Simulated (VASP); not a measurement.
Band structure of Sn2GeTe3 (space group P-3m1). These are r2SCAN meta-GGA, VASP's PBE PAW potentials (set 64) (plane waves; VASP) values and carry that method's errors.

Unless said otherwise, spin-orbit coupling is left out, though it shifts the bands of the heavy elements here.

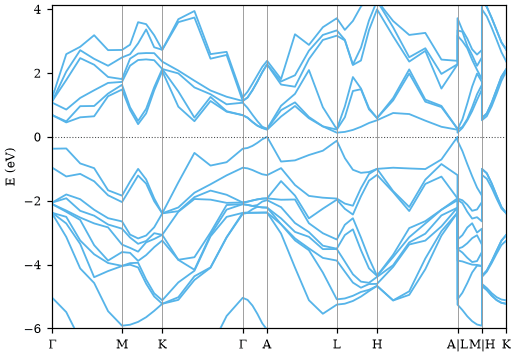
Figure: Bands along high-symmetry lines, zero at the valence-band maximum or, without a gap, the Fermi level

Question: Read the plot: is there a gap, and where are the band edges?

Answer: The gap is indirect, 0.13 eV, from the valence maximum at A to the conduction minimum at L.

The structure comes from a computed database's Sn2GeTe3 entry (P-3m1); how it stands against other phases isn't given here. It was relaxed first.
